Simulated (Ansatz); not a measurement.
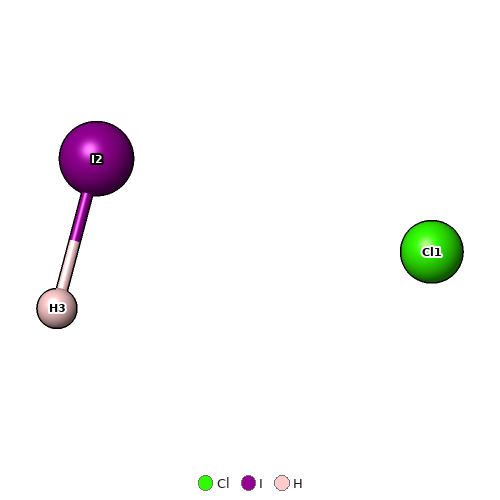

The system is Cl⁻ + IH; the picture shows the reference structure. First axis: distance Cl1–I2. Second axis: distance I2–H3. Nothing is relaxed (the angle Cl1–I2–H3 is fixed at 90 degrees). The scan uses a 10 × 10 grid. Points are written as (first, second). All energies are given in kJ/mol relative to the lowest grid point. The reference is spin-restricted, so regions where a bond is pulled apart into radicals lie too high. Level of theory: Ansatz, RKS PBE0-D4/def2-TZVPD.

Its coordinates:

```csv
atom,x (Å),y (Å),z (Å)
Cl,-3.5280,0.0000,0.0000
I,0.0000,0.0000,0.0000
H,0.0000,1.5860,0.0000
```

Range: distance Cl1–I2 from 1.928 to 3.528 Å; distance I2–H3 from 1.360 to 2.960 Å.

What will the energy surface look like?

Answer. The lowest grid point is at (3.528 Å, 1.586 Å). It lies in a valley that leaves the map towards separated partners. The highest grid point, (1.928 Å, 1.360 Å), lies 861 kJ/mol above the lowest.

```csv
"distance I2–H3 ↓, distance Cl1–I2 →",1.928,2.020,2.154,2.312,2.486,2.673,2.872,3.082,3.301,3.528
2.960,594,487,398,349,329,325,326,329,330,331
2.733,599,492,403,352,328,317,310,303,297,294
2.514,610,502,410,355,322,299,279,263,252,246
2.304,626,517,421,355,306,264,230,207,194,188
2.105,650,536,430,346,273,212,169,143,129,123
1.918,676,555,431,321,226,154,108,81,67,61
1.744,703,569,422,289,183,109,62,35,21,15
1.586,735,588,423,279,169,95,47,20,6,0
1.452,790,633,458,310,199,124,77,50,36,30
1.360,861,699,520,369,258,183,136,109,96,90
```

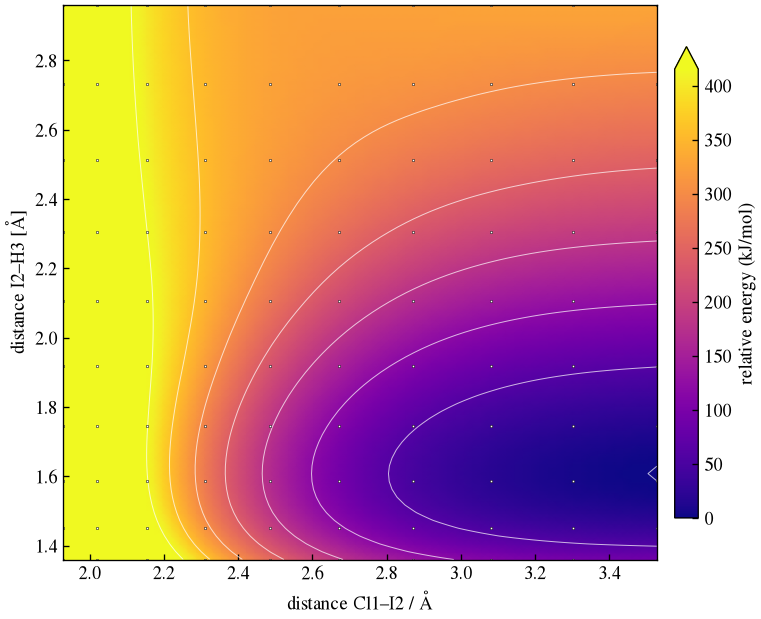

The picture shows a smooth colour map with a few white contour lines, dots at the grid points, one colour for all values above the top of the scale. Between grid points the surface is interpolated.

Each point was launched as `ansatz run input.yaml --threads 1 --pin off --max-ram 2560MiB --backend cpu --events-out ev --progress --plain --runs-dir out`. Time for the 100 points that were run: 17 min on 1 thread of Intel(R) Xeon(R) Processor @ 2.50GHz (Skylake/Cascade Lake), on a shared host.
